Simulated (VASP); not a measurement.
Band structure of FeCo (space group Pm-3m). Computed with PBE GGA, VASP's PBE PAW potentials (set 64) (plane waves; VASP).

The run has a spin-polarised start.

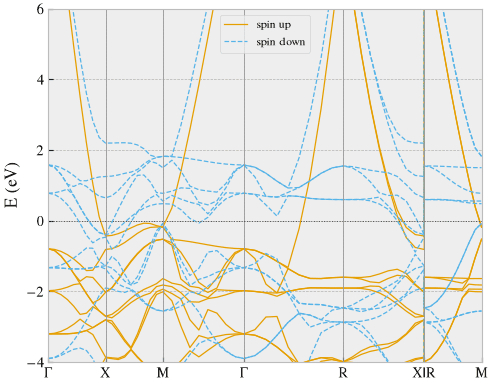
*Bands along high-symmetry lines, zero at the valence-band maximum or, without a gap, the Fermi level*

Task: Read the plot: is there a gap, and where are the band edges?

Result: It has no gap at this level: it comes out as a metal or semimetal.

The structure comes from a computed database's FeCo entry; how it stands against other phases isn't given here. The cell was not relaxed at this level.
